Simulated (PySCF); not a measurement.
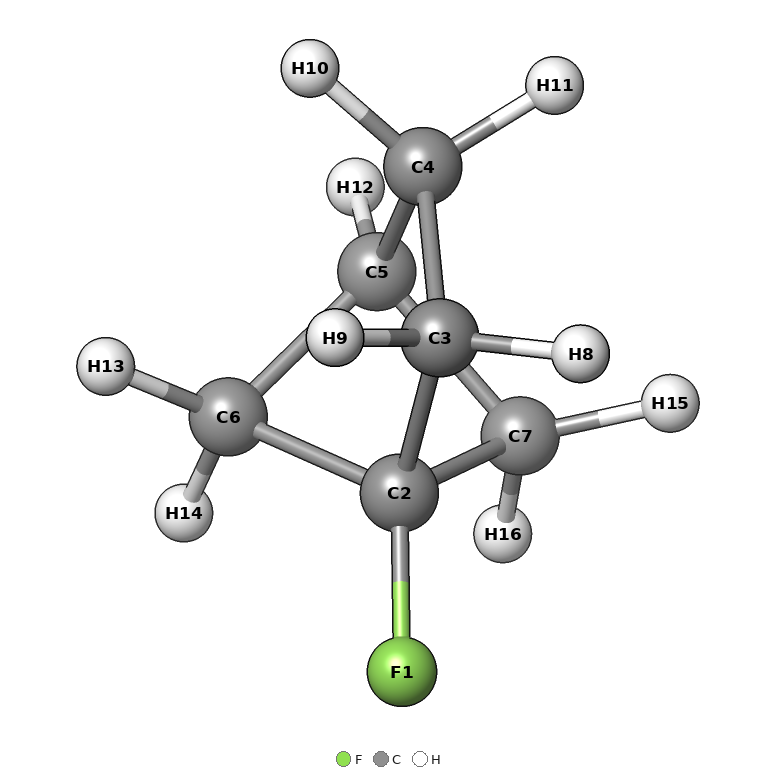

The geometry was computed by an optimisation with PBE0-D3(BJ)/def2-SVP. No frequency run is at hand to confirm it as a minimum. Method: B3LYP/pcJ-1 indirect spin-spin coupling, non-relativistic, gas phase (PySCF 2.14.0). Isotopes: 13C, 19F, 1H.

Give the spin–spin coupling constants of these pairs, with the number of bonds between them: F1/C2, F1/H13, F1/H16, F1/H14, F1/H8, F1/C5.

```
   pair  bonds apart  J (Hz)
 F1, C2            1  −317.9
F1, H13            3    −1.3
F1, H16            3     4.1
F1, H14            3     4.1
 F1, H8            3     0.7
 F1, C5            3    20.4
```

Density functionals are unreliable for couplings to fluorine, so those rows may be far off.
